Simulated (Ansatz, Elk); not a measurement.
**Bonding as seen by X-rays: KZn6Ge**

The structure of KZn6Ge used here is made up (a known structure type with other elements) and was relaxed beforehand with PBEsol. The aim is the Fourier transform of its all-electron density, F(hkl), set beside the sum over free spherical atoms that refinements use.

Main program and level: Elk 11.2.3 (patched build); DFT, PBE, all-electron APW+lo, Dirac cores, scalar-relativistic bands, static density, no spin.

The structure was built from a prototype and need not be the compound's stable phase.

**1. Starting point**

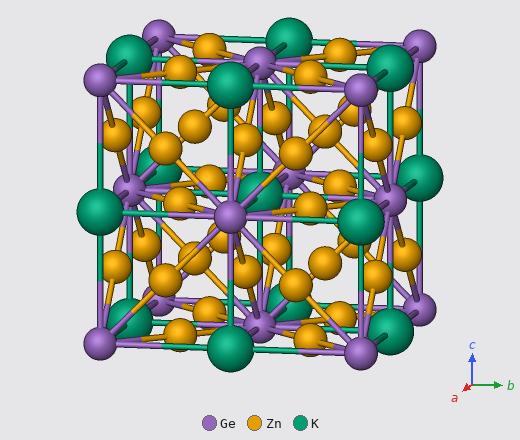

The cell as given, slightly off an axis (germanium purple, zinc orange, potassium teal). This picture shows the conventional cell, with its axes. Some periodic images of atoms are drawn too.

**2. Ground state and structure factors**

An all-electron density is needed, since X-rays see the cores too. Task 0 finds the density and task 195 Fourier-transforms it; tshift is off so that phases refer to the origin typed.

elk.in

```
tasks
  0
  195

xctype
  20

spinpol
  .false.

rgkmax
  7.0

gmaxvr
  14.0

lmaxo
  7

lmaxapw
  8

swidth
  0.002

tshift
  .false.

ramdisk
  .false.

hmaxvr
  5.5

maxscl
  120

epspot
  1e-06

sppath
  './'

avec
  0.00000000000 7.93634033290 7.93634033290
  7.93634033290 0.00000000000 7.93634033290
  7.93634033290 7.93634033290 0.00000000000

atoms
  3
  'Ge.in'
  1
  -0.0000000000 0.0000000000 0.0000000000   0.000000 0.000000 0.000000
  'Zn.in'
  6
  0.5000000000 0.0000000000 0.5000000000   0.000000 0.000000 0.000000
  0.0000000000 0.5000000000 0.0000000000   0.000000 0.000000 0.000000
  0.0000000000 0.0000000000 0.5000000000   0.000000 0.000000 0.000000
  0.0000000000 0.5000000000 0.5000000000   0.000000 0.000000 0.000000
  0.5000000000 0.5000000000 0.0000000000   0.000000 0.000000 0.000000
  0.5000000000 0.0000000000 0.0000000000   0.000000 0.000000 0.000000
  'K.in'
  1
  0.5000000000 0.5000000000 0.5000000000   0.000000 0.000000 0.000000

ngridk
  5 5 5
```

Command:

```bash
OMP_NUM_THREADS=4 elk
```

Numbers of over 12 decimals in the logs are rounded to 6 here.

What it wrote:

```text
┌─────────────────────────┐
│ Elk code version 11.2.3 │
└─────────────────────────┘

All units are atomic (Hartree, Bohr, etc.)

┌─────────────────────────────────────────────────┐
│ Ground-state run starting from atomic densities │
└─────────────────────────────────────────────────┘

Lattice vectors :
   0.000000000       7.936340333       7.936340333
   7.936340333       0.000000000       7.936340333
   7.936340333       7.936340333       0.000000000

Reciprocal lattice vectors :
 -0.3958490339      0.3958490339      0.3958490339
  0.3958490339     -0.3958490339      0.3958490339
  0.3958490339      0.3958490339     -0.3958490339

Unit cell volume      :    999.7486944
Brillouin zone volume :   0.2481125655

Muffin-tin inner radius fraction :   0.1000000000E-01

Nuclei treated as point charges

Species : 1 (Ge)
 parameters loaded from : Ge.in
 name : germanium
 nuclear charge    :   -32.00000000
 electronic charge :    32.00000000
 atomic mass :    132414.6196
 muffin-tin radius :    2.400000000
 number of radial points in muffin-tin :    993
 inner part over the whole radius :   0.9906635991E-02
 number on inner part of muffin-tin    :    702
 approximate nuclear radius :   0.7637961215E-04
 number of mesh points to nuclear radius :    340
 atomic positions (lattice), magnetic fields (Cartesian) :
  1 :   0.00000000  0.00000000  0.00000000    0.00000000  0.00000000  0.00000000

Species : 2 (Zn)
 parameters loaded from : Zn.in
 name : zinc
 nuclear charge    :   -30.00000000
 electronic charge :    30.00000000
 atomic mass :    119233.3130
 muffin-tin radius :    2.400000000
 number of radial points in muffin-tin :    993
 inner part over the whole radius :   0.9843840322E-02
 number on inner part of muffin-tin    :    701
 approximate nuclear radius :   0.7484757725E-04
 number of mesh points to nuclear radius :    337
 atomic positions (lattice), magnetic fields (Cartesian) :
  1 :   0.50000000  0.00000000  0.50000000    0.00000000  0.00000000  0.00000000
  2 :   0.00000000  0.50000000  0.00000000    0.00000000  0.00000000  0.00000000
  3 :   0.00000000  0.00000000  0.50000000    0.00000000  0.00000000  0.00000000
  4 :   0.00000000  0.50000000  0.50000000    0.00000000  0.00000000  0.00000000
  5 :   0.50000000  0.50000000  0.00000000    0.00000000  0.00000000  0.00000000
  6 :   0.50000000  0.00000000  0.00000000    0.00000000  0.00000000  0.00000000

Species : 3 (K)
 parameters loaded from : K.in
 name : potassium
 nuclear charge    :   -19.00000000
 electronic charge :    19.00000000
 atomic mass :    71271.84090
 muffin-tin radius :    2.400000000
 number of radial points in muffin-tin :    993
 inner part over the whole radius :   0.9891652203E-02
 number on inner part of muffin-tin    :    697
 approximate nuclear radius :   0.6514746337E-04
 number of mesh points to nuclear radius :    319
 atomic positions (lattice), magnetic fields (Cartesian) :
  1 :   0.50000000  0.50000000  0.50000000    0.00000000  0.00000000  0.00000000

Total number of atoms per unit cell :    8
Total muffin-tin volume :    463.2466863
 ratio of muffin-tin to unit cell volume :   0.4633631321

Spin treatment :
 spin-unpolarised

Number of Bravais lattice symmetries :   48
Number of crystal symmetries         :   48
Crystal has inversion symmetry
Real symmetric eigensolver will be used

k-point grid :      5     5     5
k-point offset :    0.000000000       0.000000000       0.000000000
k-point set is reduced with full crystal symmetry group
Total number of k-points :       10

Muffin-tin radius times maximum |G+k| :    7.000000000
 using average radius
Maximum |G+k| for APW functions       :    2.916666667
Maximum (1/2)|G+k|²                   :    4.253472222
Maximum |G| for potential and density :    14.00000000
Constant for pseudocharge density :    8
 order of it for each species :   15  15  15
 order of it for pair densities of each species (exact exchange by exxq0 0: 16) :   10  10  10
Radial integration step length :    1

[...]
exchange                    :     -531.23578835099
 correlation                 :     -11.011724360156
 electron entropic           :    -0.21891866027178E-02
 total energy                :     -13478.973861510

Density of states at Fermi energy :    177.3124585
 (states/Hartree/unit cell)

Estimated indirect band gap :   0.2593286657E-02
 from k-point 9 to k-point 6
Estimated direct band gap   :   0.4477673664E-02
 at k-point 9

Charges :
 core                        :    100.0000000
 valence                     :    131.0000000
 interstitial                :    10.40215321
 muffin-tins (core leakage)
  species : 1 (Ge)
[...]
species : 2 (Zn)
[...]
species : 3 (K)
[...]
total in muffin-tins        :    220.5978468
 total calculated charge     :    230.9988334
 total charge                :    231.0000000
 error                       :   0.1166600550E-02

RMS change in Kohn-Sham potential (target) :   0.2082683403     (  0.1000000000E-05)
Absolute change in total energy (target)   :   0.2825081648     (  0.1000000000E-03)

[... loops 3 to 14 left out ...]

┌──────────────────┐
│ Loop number : 15 │
└──────────────────┘

Energies :
 Fermi                       :     0.195819
 sum of occupied eigenvalues :     -7732.1376139781
 electron kinetic            :      13724.119634044
 core electron kinetic       :      12251.507677987
 Coulomb                     :     -26658.759553202
 Coulomb potential           :     -20750.327388485
 nuclear-nuclear             :     -1940.2999289465
 electron-nuclear            :     -28737.630220039
 Hartree                     :      4019.1705957834
 Madelung                    :     -16283.595858960
 xc potential                :     -705.92985953730
 exchange                    :     -532.11033497913
 correlation                 :     -11.015610850534
 electron entropic           :    -0.20263735595033E-02
 total energy                :     -13477.767891361

Density of states at Fermi energy :    160.4206562
 (states/Hartree/unit cell)

Estimated indirect band gap :   0.5878270514E-02
 from k-point 9 to k-point 8
Estimated direct band gap   :   0.9671389685E-02
 at k-point 9

Charges :
 core                        :    100.0000000
 valence                     :    131.0000000
 interstitial                :    9.998995378
 muffin-tins (core leakage)
  species : 1 (Ge)
[...]
species : 2 (Zn)
[...]
species : 3 (K)
[...]
total in muffin-tins        :    221.0010046
 total calculated charge     :    230.9988811
 total charge                :    231.0000000
 error                       :   0.1118869049E-02

RMS change in Kohn-Sham potential (target) :   0.4166838578E-07 (  0.1000000000E-05)
Absolute change in total energy (target)   :   0.5920509102E-04 (  0.1000000000E-03)

Convergence targets achieved

┌──────────────────┐
│ Loop number : 16 │
└──────────────────┘

Energies :
 Fermi                       :     0.195819
 sum of occupied eigenvalues :     -7732.1376085486
 electron kinetic            :      13724.119637953
 core electron kinetic       :      12251.507680173
 Coulomb                     :     -26658.759554137
 Coulomb potential           :     -20750.327388867
 nuclear-nuclear             :     -1940.2999289465
 electron-nuclear            :     -28737.630221329
 Hartree                     :      4019.1705961390
 Madelung                    :     -16283.595859704
 xc potential                :     -705.92985763462
 exchange                    :     -532.11033500574
 correlation                 :     -11.015610829666
 electron entropic           :    -0.20263730738555E-02
 total energy                :     -13477.767888393

Density of states at Fermi energy :    160.4206114
 (states/Hartree/unit cell)

Estimated indirect band gap :   0.5878269993E-02
 from k-point 9 to k-point 8
Estimated direct band gap   :   0.9671396742E-02
 at k-point 9

Charges :
 core                        :    100.0000000
 valence                     :    131.0000000
 interstitial                :    9.998994888
 muffin-tins (core leakage)
  species : 1 (Ge)
[...]
species : 2 (Zn)
[...]
atom 5                    :    28.82206747     (  0.7999470749E-04)
   atom 6                    :    28.82206747     (  0.7999470749E-04)
  species : 3 (K)
   atom 1                    :    17.75610858     ( -0.1000169743E-06)
 total in muffin-tins        :    221.0010051
 total calculated charge     :    230.9988811
 total charge                :    231.0000000
 error                       :   0.1118869139E-02

┌──────────────────────────────┐
│ Self-consistent loop stopped │
└──────────────────────────────┘

Warning : core states of species 1 leak from the muffin-tin :   0.3281252475E-03

Wrote STATE.OUT
```

Wall time 53 s (4 threads of Arm Neoverse V1, shared host); peak memory 0.3 GiB.

SFACRHO.OUT:

```text

h k l indices transformed by vhmat matrix:
   1.000000000       0.000000000       0.000000000    
   0.000000000       1.000000000       0.000000000    
   0.000000000       0.000000000       1.000000000    

      h      k      l  multipl.   |H|            Re(F)            Im(F)           |F|

      0      0      0      1   0.0000000       231.00000     -0.83852375E-16   231.00000    
      0      1      0      8  0.68563064       12.758804     -0.21971141E-14   12.758804    
      1      0      1      6  0.79169807      -9.4469465      0.27798760E-14   9.4469465    
     -2     -1     -1     12   1.1196301      -9.2221697     -0.17968277E-13   9.2221697    
      1      0      2     24   1.3128827       11.811780      0.66456405E-14   11.811780    
      0     -2      0      8   1.3712613       182.11463     -0.19884794E-13   182.11463    
      0     -2     -2      6   1.5833961       172.99929      0.39444253E-13   172.99929    
      2     -1      0     24   1.7254659       11.325013      0.18681377E-13   11.325013    
     -2     -1      1     24   1.7702907      -8.4019131      0.14158209E-14   8.4019131    
      1      1     -2     24   1.9392563      -8.1533141     -0.13245762E-13   8.1533141    
      3      0      0      8   2.0568919       10.981910      0.16408736E-13   10.981910    
     -3     -2      0     24   2.0568919       10.967387     -0.22851833E-13   10.967387    
      2     -2      0     12   2.2392603       147.23469     -0.31063308E-13   147.23469    
      1     -1      3     48   2.3418745       10.543429      0.32234503E-13   10.543429    
     -1     -1     -4     24   2.3750942      -7.3268366     -0.64846275E-14   7.3268366    
      0     -3     -3      6   2.3750942      -7.3190295     -0.63703248E-14   7.3190295    
     -1     -4     -3     24   2.5035691      -7.0291910     -0.16601719E-13   7.0291910    
      0     -4     -1     24   2.5957557       10.056538     -0.25121504E-14   10.056538
```

Elk indexes on the primitive cell of elk.in and gives |H| = 4π sin θ/λ in inverse bohr. Below, one row stands for each form hkl of the conventional cell (m members, Friedel mates merged), F is for one primitive cell and the density is static (no thermal factor). Free-atom factors are Waasmaier and Kirfel's, and R is Σm||F|−|F'||/Σm|F|.

| hkl | m | sin θ/λ (Å⁻¹) | abs F, DFT | neutral atoms | diff. |
| --- | --- | --- | --- | --- | --- |
| 111 | 8 | 0.103 | 12.759 | 12.782 | -0.023 |
| 200 | 6 | 0.119 | 9.447 | 9.579 | -0.133 |
| 220 | 12 | 0.168 | 9.222 | 9.426 | -0.204 |
| 311 | 24 | 0.197 | 11.812 | 11.849 | -0.037 |
| 222 | 8 | 0.206 | 182.115 | 183.196 | -1.081 |
| 400 | 6 | 0.238 | 172.999 | 174.268 | -1.269 |
| 331 | 24 | 0.260 | 11.325 | 11.476 | -0.151 |
| 420 | 24 | 0.266 | 8.402 | 8.737 | -0.335 |
| 422 | 24 | 0.292 | 8.153 | 8.438 | -0.284 |
| 333 | 8 | 0.309 | 10.982 | 11.088 | -0.106 |
| 511 | 24 | 0.309 | 10.967 | 11.088 | -0.121 |
| 440 | 12 | 0.337 | 147.235 | 147.968 | -0.733 |
| 531 | 48 | 0.352 | 10.543 | 10.626 | -0.082 |
| 442 | 24 | 0.357 | 7.327 | 7.466 | -0.139 |
| 600 | 6 | 0.357 | 7.319 | 7.466 | -0.147 |
| 620 | 24 | 0.377 | 7.029 | 7.141 | -0.112 |
| 533 | 24 | 0.390 | 10.056 | 10.117 | -0.060 |
| 622 | 24 | 0.395 | 133.383 | 133.767 | -0.384 |
| 444 | 8 | 0.412 | 129.457 | 129.728 | -0.271 |
| 551 | 24 | 0.425 | 9.524 | 9.589 | -0.065 |
| 711 | 24 | 0.425 | 9.536 | 9.589 | -0.054 |
| 640 | 24 | 0.429 | 6.171 | 6.218 | -0.047 |

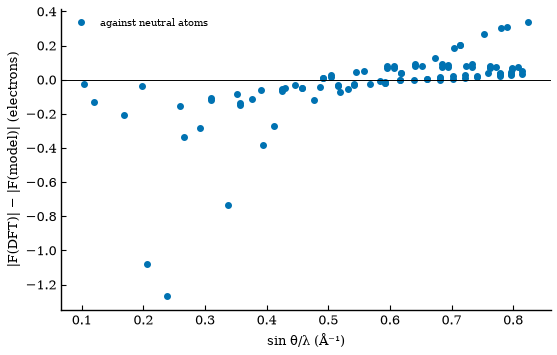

Difference between the calculated structure factors and the independent-atom ones.

**3. The highest occupied states alone**

An energy window below the Fermi level keeps the highest occupied states, to see at which angles they scatter; shallow core shells can lie inside it and anion s states outside. No new self-consistency is needed.

Changes to elk.in since step 2:

```diff
@@ -1,3 +1,2 @@
 tasks
-  0
   195
@@ -40,2 +39,5 @@
 
+wsfac
+  -0.355420 0.495820
+
 sppath
```

Command:

```bash
OMP_NUM_THREADS=4 elk
```

What it wrote:

```text
┌─────────────────────────────────┐
│ Elk code version 11.2.3 started │
└─────────────────────────────────┘

Info(readinput): the functional depends on the density's gradient
 muffin-tin radial points multiplied by    2.00000
 (not where nrmtscf is given)

┌────────────────────┐
│ Current task : 195 │
└────────────────────┘

Info(sfacrho): density structure factors written to SFACRHO.OUT

 Energy window :  -0.3554200000      0.4958200000

┌──────────────────┐
│ Elk code stopped │
└──────────────────┘
```

The job ended after 24 s (4 threads; peak memory 0.23 GiB; 27 s of CPU time).

States within 15 eV below the Fermi level hold 83.00 electrons; any levels below the window count with the cores. Their amplitudes can exceed the total, where window and core parts have opposite phase:

| hkl | sin θ/λ (Å⁻¹) | abs F, window | abs F, all |
| --- | --- | --- | --- |
| 111 | 0.103 | 2.766 | 12.759 |
| 200 | 0.119 | 12.860 | 9.447 |
| 220 | 0.168 | 12.148 | 9.222 |
| 311 | 0.197 | 2.511 | 11.812 |
| 222 | 0.206 | 47.308 | 182.115 |
| 400 | 0.238 | 42.015 | 172.999 |
| 331 | 0.260 | 1.892 | 11.325 |
| 420 | 0.266 | 10.280 | 8.402 |
| 422 | 0.292 | 9.780 | 8.153 |
| 333 | 0.309 | 1.228 | 10.982 |

**4. Another functional**

The difference from free atoms is small, so it is set against the change that PBEsol makes.

Changes to elk.in since step 3:

```diff
@@ -1,2 +1,3 @@
 tasks
+  0
   195
@@ -4,3 +5,3 @@
 xctype
-  20
+  22
 
@@ -39,5 +40,2 @@
 
-wsfac
-  -0.355420 0.495820
-
 sppath
```

Command:

```bash
OMP_NUM_THREADS=4 elk
```

What it wrote:

```text
┌─────────────────────────┐
│ Elk code version 11.2.3 │
└─────────────────────────┘

All units are atomic (Hartree, Bohr, etc.)

┌─────────────────────────────────────────────────┐
│ Ground-state run starting from atomic densities │
└─────────────────────────────────────────────────┘

Lattice vectors :
   0.000000000       7.936340333       7.936340333
   7.936340333       0.000000000       7.936340333
   7.936340333       7.936340333       0.000000000

Reciprocal lattice vectors :
 -0.3958490339      0.3958490339      0.3958490339
[...]
species : 1 (Ge)
[...]
species : 2 (Zn)
[...]
atom 6                    :    28.82026980     (  0.8163057821E-04)
  species : 3 (K)
   atom 1                    :    17.74909512     ( -0.9872660200E-07)
 total in muffin-tins        :    220.9812134
 total calculated charge     :    230.9988685
 total charge                :    231.0000000
 error                       :   0.1131544569E-02

┌──────────────────────────────┐
│ Self-consistent loop stopped │
└──────────────────────────────┘

Warning : core states of species 1 leak from the muffin-tin :   0.3327245281E-03

Wrote STATE.OUT
[key lines of the parts left out:]
total energy                :     -13467.029504743
```

Elapsed: 52 s, on 4 threads; peak memory 0.3 GiB.

Against the first run R = 0.03 %; the largest change is -0.050 at 222.

**5. Basis size**

The basis and the expansions that go with it are enlarged, to see whether the differences are converged.

Changes to elk.in since step 4:

```diff
@@ -5,3 +5,3 @@
 xctype
-  22
+  20
 
@@ -11,12 +11,12 @@
 rgkmax
-  7.0
+  8.5
 
 gmaxvr
-  14.0
+  18.0
 
 lmaxo
-  7
+  9
 
 lmaxapw
-  8
+  10
```

Command:

```bash
OMP_NUM_THREADS=4 elk
```

What it wrote:

```text
┌─────────────────────────┐
│ Elk code version 11.2.3 │
└─────────────────────────┘

All units are atomic (Hartree, Bohr, etc.)

┌─────────────────────────────────────────────────┐
│ Ground-state run starting from atomic densities │
└─────────────────────────────────────────────────┘

Lattice vectors :
   0.000000000       7.936340333       7.936340333
   7.936340333       0.000000000       7.936340333
   7.936340333       7.936340333       0.000000000

Reciprocal lattice vectors :
 -0.3958490339      0.3958490339      0.3958490339
[...]
species : 1 (Ge)
[...]
species : 2 (Zn)
[...]
atom 6                    :    28.82939389     (  0.7999537184E-04)
  species : 3 (K)
   atom 1                    :    17.75888071     ( -0.9995069838E-07)
 total in muffin-tins        :    221.0523034
 total calculated charge     :    230.9992043
 total charge                :    231.0000000
 error                       :   0.7956612226E-03

┌──────────────────────────────┐
│ Self-consistent loop stopped │
└──────────────────────────────┘

Warning : core states of species 1 leak from the muffin-tin :   0.3278722763E-03

Wrote STATE.OUT
[key lines of the parts left out:]
total energy                :     -13477.810028727
```

It took 2.3 min on 4 threads; peak memory 0.65 GiB; 5.3 min of CPU time.

Against the first run R = 0.01 %; the largest change is -0.022 at 444.

**6. Settings against the effect**

| run | R against the first run (%) | R against neutral atoms, low angle (%) | wall time |
| --- | --- | --- | --- |
| PBE, rgkmax 7 | 0.00 | 1.05 | 53 s |
| PBEsol | 0.03 | 1.06 | 52 s |
| rgkmax 8.5 with larger expansions | 0.01 | 1.05 | 2.3 min |

**7. Summary of results**

```json
{
  "R against neutral atoms, sin θ/λ < 0.3 Å⁻¹": "1.05 %",
  "R against neutral atoms, 0.3 to 0.82 Å⁻¹": "0.41 %"
}
```

In words: Independent neutral atoms miss the calculated amplitudes by R = 1.05 % below 0.3 Å⁻¹ and 0.41 % from there to 0.82 Å⁻¹; by shells, 0.62 % below 0.15 Å⁻¹ (2 forms), 1.07 % 0.15 to 0.3 (7 forms), 0.50 % 0.3 to 0.45 (14 forms), 0.39 % above 0.45 (76 forms). Bonding, aspherical density and the tables' own atoms all enter these figures, and the runs don't part them. The largest change of an amplitude is -1.27 electrons, at 400. The window's part falls from 83.0 electrons at the origin to at most 16.88 between 0.45 and 0.82 Å⁻¹, where compact states inside the window still scatter. The window holds more than the 77 outer electrons of the free atoms, so shallow core shells lie inside it. Below 0.3 Å⁻¹ the changes that finished (PBEsol and rgkmax 8.5 with larger expansions) move F by R = 0.03 % at most, against the 1.05 % that separates it from free atoms. The k-mesh has no finished test. Part of the difference isn't bonding: the tables are fits to free atoms and ions calculated by other methods than this functional. Thermal motion, anomalous dispersion and extinction are left out.

[Logs are printed without paths, hosts, clocks, repeated set-up lines and the standing remarks that a program may print on its own settings, such as how far it seeks lower states.]

[Hosts, paths, dates, database ids (printed as entryN), source tags and the programs' standing remarks are cut or masked in the printed files.]
